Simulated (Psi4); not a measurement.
**One shape, several levels: SnBr4 (stannic bromide)**

Aim: a comparison of 4 runs (DSD-PBEP86/def2-SVP, HSE06/def2-SVP, TPSSh/def2-SVP, wB97X-V/def2-SVP) of SnBr4 (stannic bromide). 

Program for the calculation: Psi4 1.11.

### Step 1. The molecule

SnBr4 has 5 atoms, charge 0, and is taken as a singlet. SMILES: `[Br][Sn]([Br])([Br])[Br]`. Geometry: relaxed at PBE0-D4/def2-TZVP.

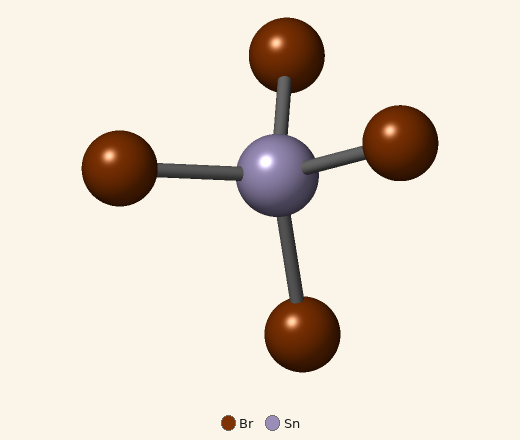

The structure, seen from a chosen angle (bromine brown, tin purple).

### Step 2. The energy at DSD-PBEP86/def2-SVP (core potential, density fitting for correlation) (run 1)

The input, br4sn.xyz:

```xyz
5
Br4Sn
Br    -1.112740     0.012410     2.177700
Sn    -0.000040     0.000010     0.000030
Br     2.068690    -1.295650     0.148990
Br    -1.477800    -1.012430    -1.664820
Br     0.521880     2.295660    -0.661890
```

The input, run.py:

```python
import numpy as np
from ase.calculators.psi4 import Psi4
from ase.io import read

a = read('br4sn.xyz')
calc = Psi4(atoms=a, method='dsd-pbep86', basis='def2-SVP', memory='1600MB', num_threads=1, charge=0, multiplicity=1, label='psi4-calc')
calc.psi4.set_options({'puream': True, 'e_convergence': 1e-09, 'd_convergence': 1e-08, 'scf_type': 'direct', 'dft_radial_points': 99, 'dft_spherical_points': 590, 'num_frozen_docc': 40})
a.calc = calc

print(f'energy: {a.get_potential_energy():.6f} eV')
```

Run with:

```console
$ python run.py
```

psi4-calc.dat:

```text
[...]
    !!!  WARNING: ECP capability is in beta. Please check occupations closely.  !!!
[...]
  Running in c1 symmetry.
[...]
  Nuclear repulsion = 1640.415703942342589
[...]
  Multiplicity = 1
[...]
  Nalpha       = 81
  Nbeta        = 81
[...]
    Number of basis functions: 154
[...]
   @DF-RKS iter   1: -10504.48760331758240   -6.71563e+00   1.50352e-02 DIIS/ADIIS
[...]
   @RKS iter  15: -10505.41305839617962   -8.54925e-11   9.83622e-09 DIIS
[...]
    Orbital Energies [Eh]
    ---------------------
    Doubly Occupied:
       1A   -487.492458     2A   -487.492439     3A   -487.492436
       4A   -487.492433     5A    -64.235861     6A    -64.235854
       7A    -64.235851     8A    -64.235848     9A    -57.760427
      10A    -57.760415    11A    -57.760412    12A    -57.760409
      13A    -57.758651    14A    -57.758651    15A    -57.758648
      16A    -57.758636    17A    -57.758635    18A    -57.758633
      19A    -57.758624    20A    -57.758624    21A     -9.467443
      22A     -9.467439    23A     -9.467438    24A     -9.467435
      25A     -7.155850    26A     -7.155846    27A     -7.155844
      28A     -7.155841    29A     -7.147559    30A     -7.147559
      31A     -7.147555    32A     -7.147554    33A     -7.147554
      34A     -7.147553    35A     -7.147550    36A     -7.147550
[...]
  @RKS Final Energy: -10505.41305839617962
   => Energetics <=
    Nuclear Repulsion Energy =           1640.4157039423425886
    One-Electron Energy =              -17980.6120526903359860
    Two-Electron Energy =                5943.4862810900885961
    DFT Exchange-Correlation Energy =    -108.7029907382760427
    Empirical Dispersion Energy =           0.0000000000000000
    VV10 Nonlocal Energy =                  0.0000000000000000
    Total Energy =                     -10505.4130583961814409
[...]
 Multipole Moments:
 ------------------------------------------------------------------------------------
     Multipole            Electronic (a.u.)      Nuclear  (a.u.)        Total (a.u.)
 ------------------------------------------------------------------------------------
 L = 1.  Multiply by 2.5417464519 to convert [e a0] to [Debye]
 Dipole X            :         -0.0021483            0.0020281           -0.0001202
 Dipole Y            :          0.0005647           -0.0005337            0.0000310
 Dipole Z            :          0.0015821           -0.0014944            0.0000877
 Magnitude           :                                                    0.0001520
[...]
```

Standard output:

```text
energy: -285880.924408 eV
```

Run time: 45 s. Hardware: 1 thread of Intel Xeon Platinum 8259CL at 2.50GHz (Skylake/Cascade Lake), shared host; peak memory 1.2 GiB.

### Step 3. Energy and forces at HSE06/def2-SVP (core potential) (run 2)

The input, job.dat:

```
memory 1600 MB

molecule {
  0 1
  Br    -1.112740     0.012410     2.177700
  Sn    -0.000040     0.000010     0.000030
  Br     2.068690    -1.295650     0.148990
  Br    -1.477800    -1.012430    -1.664820
  Br     0.521880     2.295660    -0.661890
  symmetry c1
}

set {
  basis                def2-SVP
  puream               true
  e_convergence        1e-09
  d_convergence        1e-08
  scf_type             direct
  dft_radial_points    99
  dft_spherical_points 590
}

gradient('hse06')
print_variables()
```

Run with:

```console
$ psi4 -i job.dat -o job.out -n 1
```

job.out:

```text
[...]
    !!!  WARNING: ECP capability is in beta. Please check occupations closely.  !!!
[...]
  Running in c1 symmetry.
[...]
  Nuclear repulsion = 1640.415703942342589
[...]
  Multiplicity = 1
[...]
  Nalpha       = 81
  Nbeta        = 81
[...]
    Number of basis functions: 154
[...]
   @DF-RKS iter   1: -10507.46878997378371   -5.57071e+00   1.72849e-02 ADIIS/DIIS
[...]
   @RKS iter  15: -10508.60368007078250   -1.81899e-12   1.67272e-09 DIIS
[...]
  @RKS Final Energy: -10508.60368007078250
   => Energetics <=
    Nuclear Repulsion Energy =           1640.4157039423425886
    One-Electron Energy =              -17979.6171334515202034
    Two-Electron Energy =                6121.4949957220378565
    DFT Exchange-Correlation Energy =    -290.8972462836426871
    Empirical Dispersion Energy =           0.0000000000000000
    VV10 Nonlocal Energy =                  0.0000000000000000
    Total Energy =                     -10508.6036800707825023
[...]
 Multipole Moments:
 ------------------------------------------------------------------------------------
     Multipole            Electronic (a.u.)      Nuclear  (a.u.)        Total (a.u.)
 ------------------------------------------------------------------------------------
 L = 1.  Multiply by 2.5417464519 to convert [e a0] to [Debye]
 Dipole X            :         -0.0021323            0.0020281           -0.0001042
 Dipole Y            :          0.0005589           -0.0005337            0.0000252
 Dipole Z            :          0.0015710           -0.0014944            0.0000766
 Magnitude           :                                                    0.0001318
[...]
  -Total Gradient:
     Atom            X                  Y                   Z
    ------   -----------------  -----------------  -----------------
       1        0.003262848745    -0.000030512169    -0.006388860071
       2       -0.000002247808     0.000006391907    -0.000001072400
       3       -0.006061743051     0.003795650189    -0.000448456249
       4        0.004325571646     0.003000308955     0.004883026315
       5       -0.001512743838    -0.006718999307     0.001922348940
[...]
```

Wall time 3.3 min (1 thread of Intel Xeon Platinum 8259CL at 2.50GHz (Skylake/Cascade Lake), shared host); peak memory 1.3 GiB.

Run 3 isn't shown in full; the table further down has it.

### Step 4. The energy at wB97X-V/def2-SVP (core potential) (run 4)

br4sn.xyz is that of step 2.

The input, calc.py:

```python
import psi4

psi4.set_memory(1600000000)
psi4.set_num_threads(1)
psi4.core.set_output_file('output.dat', False)

with open('br4sn.xyz') as f:
    atoms = ''.join(f.readlines()[2:])
geom = psi4.geometry('0 1\n' + atoms + 'symmetry c1')

options = {'puream': True, 'e_convergence': 1e-09, 'd_convergence': 1e-08, 'scf_type': 'direct', 'dft_radial_points': 99, 'dft_spherical_points': 590}
psi4.set_options(options)

energy_value, wavefunction = psi4.energy("wb97x-v/def2-SVP", molecule=geom, return_wfn=True)
print(f'wb97x-v/def2-SVP energy: {energy_value:.10f} Eh')
```

Run with:

```console
$ python calc.py
```

output.dat:

```text
[...]
    !!!  WARNING: ECP capability is in beta. Please check occupations closely.  !!!
[...]
  Running in c1 symmetry.
[...]
  Nuclear repulsion = 1640.415703942342589
[...]
  Multiplicity = 1
[...]
  Nalpha       = 81
  Nbeta        = 81
[...]
    Number of basis functions: 154
[...]
   @DF-RKS iter   1: -10507.81806410454737   -6.01084e+00   1.66155e-02 ADIIS/DIIS
[...]
   @RKS iter  15: -10508.89870014553162   -3.63798e-12   8.77553e-09 DIIS
[...]
    Orbital Energies [Eh]
    ---------------------
    Doubly Occupied:
       1A   -482.608650     2A   -482.608630     3A   -482.608628
       4A   -482.608626     5A    -62.517299     6A    -62.517284
       7A    -62.517282     8A    -62.517280     9A    -56.339175
      10A    -56.339161    11A    -56.339158    12A    -56.339156
      13A    -56.336252    14A    -56.336251    15A    -56.336249
      16A    -56.336234    17A    -56.336234    18A    -56.336232
      19A    -56.336222    20A    -56.336222    21A     -8.814223
      22A     -8.814216    23A     -8.814213    24A     -8.814212
      25A     -6.646589    26A     -6.646586    27A     -6.646584
      28A     -6.646582    29A     -6.635875    30A     -6.635875
      31A     -6.635873    32A     -6.635872    33A     -6.635871
      34A     -6.635870    35A     -6.635869    36A     -6.635869
[...]
  @RKS Final Energy: -10508.89870014553162
   => Energetics <=
    Nuclear Repulsion Energy =           1640.4157039423425886
    One-Electron Energy =              -17979.2809144944403670
    Two-Electron Energy =                6127.8326637017216854
    DFT Exchange-Correlation Energy =    -298.5269896594284660
    Empirical Dispersion Energy =           0.0000000000000000
    VV10 Nonlocal Energy =                  0.6608363642759802
    Total Energy =                     -10508.8987001455298014
[...]
 Multipole Moments:
 ------------------------------------------------------------------------------------
     Multipole            Electronic (a.u.)      Nuclear  (a.u.)        Total (a.u.)
 ------------------------------------------------------------------------------------
 L = 1.  Multiply by 2.5417464519 to convert [e a0] to [Debye]
 Dipole X            :         -0.0020869            0.0020281           -0.0000588
 Dipole Y            :          0.0005406           -0.0005337            0.0000069
 Dipole Z            :          0.0015773           -0.0014944            0.0000829
 Magnitude           :                                                    0.0001018
[...]
```

On the terminal:

```text
wb97x-v/def2-SVP energy: -10508.8987001455 Eh
```

Run time: 2.4 min. Hardware: 1 thread of Intel Xeon Platinum 8259CL at 2.50GHz (Skylake/Cascade Lake), shared host; peak memory 1.3 GiB.

### Step 5. The series

```tsv
run	level	task	fitting correlation	energy (Eh)	HOMO energy (eV)	LUMO energy (eV)	HOMO–LUMO gap (eV)	wall time
1	DSD-PBEP86/def2-SVP (core potential, density fitting for correlation)	energy	density fitting	-10505.930281	-10.84	-1.34	9.50	45 s
2	HSE06/def2-SVP (core potential)	gradient	–	-10508.603680	-8.41	-3.76	4.65	3.3 min
3	TPSSh/def2-SVP (core potential)	energy	–	-10509.457486	-8.17	-3.82	4.35	76 s
4	wB97X-V/def2-SVP (core potential)	energy	–	-10508.898700	-11.19	-1.37	9.82	2.4 min
```

### Step 6. Results

| quantity | value |
| --- | --- |
| run 4: total energy | -10508.89870 Eh |
| run 4: dipole moment | 0.00 D |
| run 4: HOMO energy | -11.19 eV |
| run 4: LUMO energy | -1.37 eV |
| run 4: HOMO–LUMO gap | 9.82 eV |

What this shows: The HOMO–LUMO gap runs from 4.35 eV (TPSSh/def2-SVP) to 9.82 eV (wB97X-V/def2-SVP). Totals of different functionals can't be ranked against each other. All runs together took 7.8 min, the longest 3.3 min.
